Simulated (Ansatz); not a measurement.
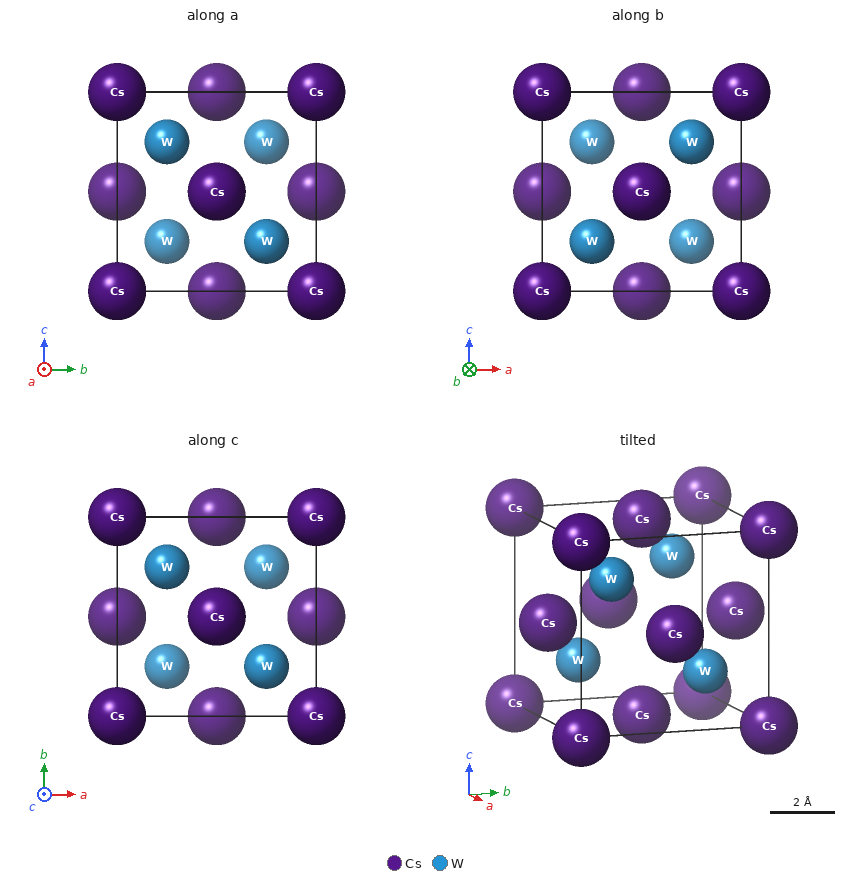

View along the a axis, along the b axis, along the c axis and slightly off an axis, drawn as a spheres-only model. The frame is the conventional unit cell; atoms at its boundary are shown with their periodic copies.

Lattice parameters: a = 6.309 Å, b = 6.309 Å, c = 6.309 Å, α = 90.00°, β = 90.00°, γ = 90.00°.

### Give the structure in the form of a table of Wyckoff sites.

Space group F-43m (No. 216).
```csv
atom,site,x,y,z
Cs,4a,0.0000,0.0000,0.0000
W,4c,0.2500,0.7500,0.7500
```

The initial geometry was a structure type filled with these elements by a generator (whether the compound takes this form wasn't checked). Relaxation method: DFT PBE, scalar-relativistic, plane waves, PAW (Ansatz 0.2.0).
